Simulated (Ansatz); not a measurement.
# Cl₂H₃NSi + HCl: a complex and its separated parts, part 3 of 3

Ansatz 0.2.0, Gaussian basis.

## Step 18: RPA on PBE/def2-TZVPP

The inputs:

parta/in.yaml

```yaml
crystal:
  periodic: [false, false, false]
  atoms:
    - {symbol: Si, position_ang: [-0.832914, -0.675083, 0.233899]}
    - {symbol: N, position_ang: [0.753739, -0.102845, 0.364595]}
    - {symbol: Cl, position_ang: [-1.111969, -1.273171, -1.697261]}
    - {symbol: Cl, position_ang: [-1.279277, -2.285306, 1.431416]}
    - {symbol: H, position_ang: [-1.785116, 0.387339, 0.597293]}
    - {symbol: H, position_ang: [1.515393, -0.599775, -0.068939]}
    - {symbol: H, position_ang: [1.048305, 0.384720, 1.195893]}
basis:
  gaussian: {orbitals: def2-TZVPP}
hamiltonian: {xc: pbe}
correlation: {method: rpa}
```

partb/in.yaml

```yaml
crystal:
  periodic: [false, false, false]
  atoms:
    - {symbol: H, position_ang: [0.823541, 1.533351, -0.700706]}
    - {symbol: Cl, position_ang: [0.868298, 2.630672, -1.356089]}
basis:
  gaussian: {orbitals: def2-TZVPP}
hamiltonian: {xc: pbe}
correlation: {method: rpa}
```

One command serves all of them, each in its own folder.

The run is started by

```
ansatz run in.yaml --threads 8 --pin off --events-out ev --progress --plain --max-ram 19148MiB
```

Output in parta, cut to the lines that bear on the results:

```text
Functional definition: PBE
  name "PBE"
  cite "Perdew, Burke & Ernzerhof, Phys. Rev. Lett. 77, 3865 (1996) doi:10.1103/PhysRevLett.77.3865"
  parent pbe
[...]
1166 factors; integrals over basis functions are off by at most 8.8e-4 eV
[...]
mean field -34451.19818522 eV, -1266.0581814459 hartree, gradient 7.8e-6 eV, S^2 0.000000; 0 other end points of the search recorded, 0 dependent functions left out
16 core orbitals not correlated: weight in the atoms' cores, before any rotation towards them, 1.000 or more for the frozen orbitals, at most 0.000 for the correlated occupied ones
reference -34403.08764589 eV, -1264.2901517361 hartree; 13, 13 occupied and 170, 170 virtual orbitals, 1166 factors
Total energy: -34434.89713867 eV, -1265.4591290345 hartree
```

partb printed, cut to the lines that bear on the results:

```text
Functional definition: PBE
  name "PBE"
  cite "Perdew, Burke & Ernzerhof, Phys. Rev. Lett. 77, 3865 (1996) doi:10.1103/PhysRevLett.77.3865"
  parent pbe
[...]
322 factors; integrals over basis functions are off by at most 1.4e-3 eV
[...]
mean field -12534.30964378 eV, -460.6273833487 hartree, gradient 3.3e-6 eV, S^2 0.000000; 0 other end points of the search recorded, 0 dependent functions left out
5 core orbitals not correlated: weight in the atoms' cores, before any rotation towards them, 1.000 or more for the frozen orbitals, at most 0.000 for the correlated occupied ones
reference -12519.65919827 eV, -460.0889894065 hartree; 4, 4 occupied and 47, 47 virtual orbitals, 322 factors
Total energy: -12529.02200496 eV, -460.4330662061 hartree
```

Wall times: 1.8 s (parta), 0.2 s (partb) on 8 threads of Arm Neoverse V1, shared host.

## Step 19: CCSD(T)/def2-TZVPP

The same edit goes into each in.yaml of step 18 (parta, partb):

```diff
-hamiltonian: {xc: pbe}
-correlation: {method: rpa}
+correlation: {method: ccsd_t}
```

One command serves all of them, each in its own folder.

The run is started by

```
ansatz run in.yaml --threads 8 --pin off --events-out ev --progress --plain --max-ram 19148MiB
```

Output in parta, cut to the lines that bear on the results:

```text
Functional definition: HF
  name "HF"
  cite "Fock, Z. Phys. 61, 126 (1930) doi:10.1007/BF01340294"
  parent pbe
[...]
1166 factors; integrals over basis functions are off by at most 8.8e-4 eV
[...]
mean field -34404.41966876 eV, -1264.3391026736 hartree, gradient 2.9e-6 eV, S^2 0.000000; 0 other end points of the search recorded, 0 dependent functions left out
16 core orbitals not correlated: weight in the atoms' cores, before any rotation towards them, 1.000 or more for the frozen orbitals, at most 0.000 for the correlated occupied ones
reference -34404.41966876 eV, -1264.3391026736 hartree; 13, 13 occupied and 170, 170 virtual orbitals, 1166 factors
second order -19.33285723 eV of doubles, -0.00000000 eV of singles
cycle   1  -20.11483998 eV  change   -7.8e-1 eV  update   8.1e-2
[...]
cycle   8  -20.59324050 eV  change   -1.7e-5 eV  update   2.8e-5
perturbative correction -0.83973452 eV, -0.0308596743 hartree
Total energy: -34425.85264377 eV, -1265.1267499776 hartree
```

Log of partb, cut to the lines that bear on the results:

```text
Functional definition: HF
  name "HF"
  cite "Fock, Z. Phys. 61, 126 (1930) doi:10.1007/BF01340294"
  parent pbe
[...]
322 factors; integrals over basis functions are off by at most 1.4e-3 eV
[...]
mean field -12519.93375299 eV, -460.0990791064 hartree, gradient 2.9e-6 eV, S^2 0.000000; 0 other end points of the search recorded, 0 dependent functions left out
5 core orbitals not correlated: weight in the atoms' cores, before any rotation towards them, 1.000 or more for the frozen orbitals, at most 0.000 for the correlated occupied ones
reference -12519.93375299 eV, -460.0990791064 hartree; 4, 4 occupied and 47, 47 virtual orbitals, 322 factors
second order -5.53927325 eV of doubles, -0.00000000 eV of singles
cycle   1  -5.96029729 eV  change   -4.2e-1 eV  update   3.9e-2
[...]
cycle   7  -6.10184645 eV  change   -6.1e-6 eV  update   7.9e-6
perturbative correction -0.21572751 eV, -0.0079278399 hartree
Total energy: -12526.25132695 eV, -460.3312456673 hartree
```

Wall times: 22 s (parta), 0.2 s (partb) on 8 threads of Arm Neoverse V1, shared host; peak memory 2.2 GiB.

## Step 20: Vibrations of Cl₂H₃NSi

Input file vib-parta/in.yaml:

```yaml
crystal:
  periodic: [false, false, false]
  atoms:
    - {symbol: Si, position_ang: [-0.832914, -0.675083, 0.233899]}
    - {symbol: N, position_ang: [0.753739, -0.102845, 0.364595]}
    - {symbol: Cl, position_ang: [-1.111969, -1.273171, -1.697261]}
    - {symbol: Cl, position_ang: [-1.279277, -2.285306, 1.431416]}
    - {symbol: H, position_ang: [-1.785116, 0.387339, 0.597293]}
    - {symbol: H, position_ang: [1.515393, -0.599775, -0.068939]}
    - {symbol: H, position_ang: [1.048305, 0.384720, 1.195893]}
basis:
  gaussian: {orbitals: def2-TZVP}
hamiltonian: {xc: pbe0, dispersion: d4}
phonons: {temperatures: {t_min: 298.15, t_max: 900, t_step: 200}}
```

The run is started by

```
ansatz run in.yaml --threads 8 --pin off --events-out ev --progress --plain --max-ram 19148MiB
```

The log of the run, cut to the lines that bear on the results:

```text
Functional definition: PBE0
  name "PBE0"
  cite "Adamo & Barone, J. Chem. Phys. 110, 6158 (1999) doi:10.1063/1.478522"
  cite "Perdew, Burke & Ernzerhof, Phys. Rev. Lett. 77, 3865 (1996) doi:10.1103/PhysRevLett.77.3865"
  parent pbe
[...]
1091 factors; their error is unknown
[...]
mean field -34454.09984879 eV, -1266.1648156153 hartree, gradient 4.5e-5 eV, S^2 0.000000; 0 other end points of the search recorded, 0 dependent functions left out
[...]
Atom 4 at    -1.785116     0.387339     0.597293 Å, force     0.000138    -0.000398    -0.000243 eV/Å
Atom 5 at     1.515393    -0.599775    -0.068939 Å, force     0.000322     0.000183     0.000380 eV/Å
Atom 6 at     1.048305     0.384720     1.195893 Å, force    -0.000111    -0.000088    -0.000114 eV/Å
Dipole moment:     0.377891     0.253056     0.179305 e Å
Vibrations: 126.32 199.17 246.77 294.83 392.15 510.09 574.95 724.08 832.25 897.88 915.40 1574.57 2292.56 3601.33 3698.11 cm⁻¹, zero-point energy 1.046455 eV
```

Run time: 36 s. Hardware: 8 threads of Arm Neoverse V1, shared host.

The modes, with what each moves most:

| mode | wavenumber (cm⁻¹) | character |
| --- | --- | --- |
| 1 | 126 | torsion with bend |
| 2 | 199 | bend with torsion |
| 3 | 247 | bend with torsion |
| 4 | 295 | bend with torsion |
| 5 | 392 | torsion |
| 6 | 510 | Si–Cl stretch |
| 7 | 575 | Si–Cl stretch |
| 8 | 724 | bend |
| 9 | 832 | bend with wag or twist |
| 10 | 898 | bend |
| 11 | 915 | Si–N stretch with bend |
| 12 | 1575 | bend |
| 13 | 2293 | Si–H stretch |
| 14 | 3601 | N–H stretch |
| 15 | 3698 | N–H stretch |

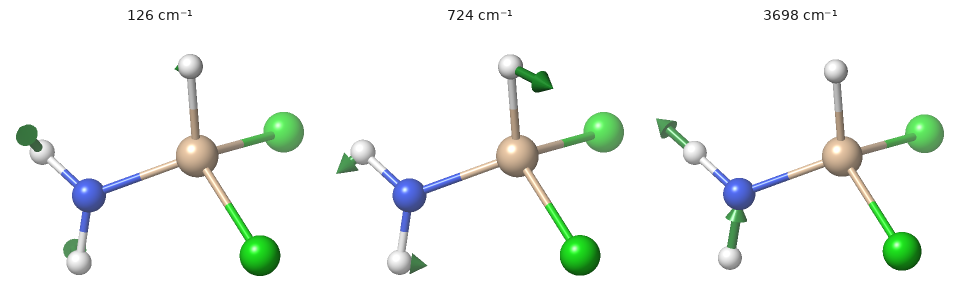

How the atoms move in 3 of the modes.

Vibrational sums (real modes only):

| T (K) | entropy (J/mol/K) | heat capacity (J/mol/K) |
| --- | --- | --- |
| 298 | 46.9 | 56.3 |
| 498 | 81.1 | 76.4 |
| 698 | 108.8 | 87.4 |
| 898 | 131.7 | 94.9 |

## Step 21: Vibrations of HCl

Input file vib-partb/in.yaml:

```yaml
crystal:
  periodic: [false, false, false]
  atoms:
    - {symbol: H, position_ang: [0.823541, 1.533351, -0.700706]}
    - {symbol: Cl, position_ang: [0.868298, 2.630672, -1.356089]}
basis:
  gaussian: {orbitals: def2-TZVP}
hamiltonian: {xc: pbe0, dispersion: d4}
phonons: {temperatures: {t_min: 298.15, t_max: 900, t_step: 200}}
```

The run is started by

```
ansatz run in.yaml --threads 8 --pin off --events-out ev --progress --plain --max-ram 19148MiB
```

The log of the run, cut to the lines that bear on the results:

```text
Functional definition: PBE0
  name "PBE0"
  cite "Adamo & Barone, J. Chem. Phys. 110, 6158 (1999) doi:10.1063/1.478522"
  cite "Perdew, Burke & Ernzerhof, Phys. Rev. Lett. 77, 3865 (1996) doi:10.1103/PhysRevLett.77.3865"
  parent pbe
[...]
312 factors; their error is unknown
[...]
mean field -12535.31645832 eV, -460.6643831005 hartree, gradient 4.2e-5 eV, S^2 0.000000; 0 other end points of the search recorded, 0 dependent functions left out
[...]
reference -12535.31637837 eV, -460.6643801626 hartree; 9, 9 occupied and 34, 34 virtual orbitals, 312 factors
Total energy: -12535.32105161 eV, -460.6645519010 hartree
Atom 0 at     0.823541     1.533351    -0.700706 Å, force     0.000061     0.001485    -0.000887 eV/Å
Atom 1 at     0.868298     2.630672    -1.356089 Å, force    -0.000061    -0.001485     0.000887 eV/Å
Dipole moment:    -0.009191    -0.225334     0.134583 e Å
Vibrations: 2996.56 cm⁻¹, zero-point energy 0.185763 eV
```

It took 0.95 s on 8 threads of Arm Neoverse V1, shared host.

The modes, with what each moves most:

| mode | wavenumber (cm⁻¹) | character |
| --- | --- | --- |
| 1 | 2997 | Cl–H stretch |

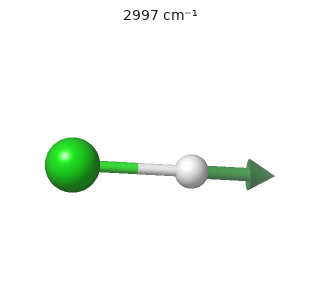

Displacements of 1 modes, as arrows.

Vibrational sums (real modes only):

| T (K) | entropy (J/mol/K) | heat capacity (J/mol/K) |
| --- | --- | --- |
| 298 | 0.0 | 0.0 |
| 498 | 0.0 | 0.1 |
| 698 | 0.1 | 0.7 |
| 898 | 0.4 | 1.6 |

## Step 22: Complex less separated parts

The complex's own energies come from single points at the same levels.

Rows are in def2-TZVPP; times add the 3 runs of a level on a shared host, so small differences are noise.

Differences are taken before rounding.

| method | rung | complex less parts (kJ/mol) | from CCSD(T) (kJ/mol) | time |
| --- | --- | --- | --- | --- |
| SPW92 | LDA | -40.8 | -21.7 | 2 s |
| PBE-D4 | GGA | -30.1 | -11.0 | 2.8 s |
| BLYP-D4 | GGA | -27.3 | -8.2 | 3.6 s |
| r2SCAN-D4 | meta-GGA | -25.3 | -6.2 | 7.5 s |
| B97M-V | meta-GGA | -21.2 | -2.1 | 9.8 s |
| PBE0-D4 | hybrid | -26.0 | -6.9 | 4.3 s |
| B3LYP-D4 | hybrid | -24.6 | -5.5 | 4.6 s |
| r2SCAN0-D4 | hybrid | -23.0 | -3.9 | 7.4 s |
| BHLYP-D4 | hybrid | -20.9 | -1.8 | 3.8 s |
| CAM-B3LYP-D4 | range-separated hybrid | -22.9 | -3.8 | 4.5 s |
| wB97X-V | range-separated hybrid | -20.1 | -0.9 | 9.3 s |
| wB97M-V | range-separated hybrid | -19.9 | -0.8 | 10 s |
| B2PLYP | double hybrid | -17.5 | +1.6 | 5.9 s |
| PBE-QIDH | double hybrid | -20.4 | -1.3 | 6.1 s |
| RPA on PBE | RPA | -15.5 | +3.6 | 5.3 s |
| Hartree-Fock | wavefunction | 0.8 | +19.9 |  |
| MP2 | wavefunction | -22.4 | -3.3 |  |
| CCSD | wavefunction | -15.4 | +3.7 |  |
| CCSD(T) | wavefunction | -19.1 | 0 | 2.1 min |

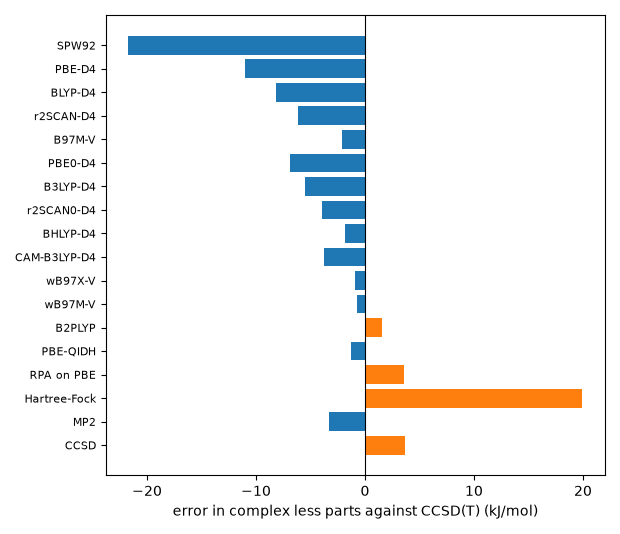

Error of each method against CCSD(T).

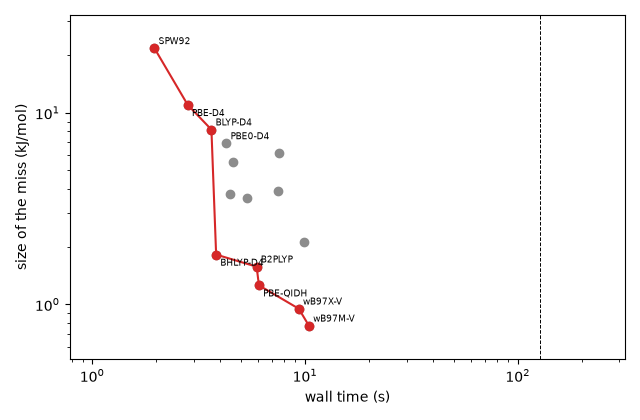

Miss against cost. Red marks the levels that no quicker level drawn beats (of those quicker than the yardstick), and the dashed line is the time of CCSD(T). Only those levels and the largest misses are named. Times are from a shared host.

For cost: wB97M-V gets within 0.8 kJ/mol in 10 s, where CCSD(T) took 2.1 min; the quickest level in the cost chart, SPW92, takes 2 s and misses by 21.7 kJ/mol.

The complex's zero-point energy, from a separate PBE0-D4 run, is 1.311 eV.

## Step 23: Results

The summary covers parts 1 to 3.

```
                              quantity         value
complex less parts, CCSD(T)/def2-TZVPP  -19.1 kJ/mol
                with zero-point energy  -11.5 kJ/mol
                 largest T1 diagnostic         0.009
```

**Reading.** At CCSD(T) the complex lies 19.1 kJ/mol below its parts. wB97M-V is the best functional here (-0.8 kJ/mol from CCSD(T)); SPW92 is the worst (-21.7 kJ/mol). By rung, the mean size of the error is: LDA 21.7, GGA 9.6, meta-GGA 4.1, hybrid 4.5, range-separated hybrid 1.8, double hybrid 1.4 kJ/mol. The double hybrids carry no dispersion term here, unlike the levels marked D4 or V. PBE-D4 gives a relative energy 11.0 kJ/mol too low, outside chemical accuracy (1 kcal/mol, 4.2 kJ/mol). No counterpoise was applied, and triple zeta lacks some correlation, so the CCSD(T) reference has a basis error of its own, and close matches with it are partly luck.
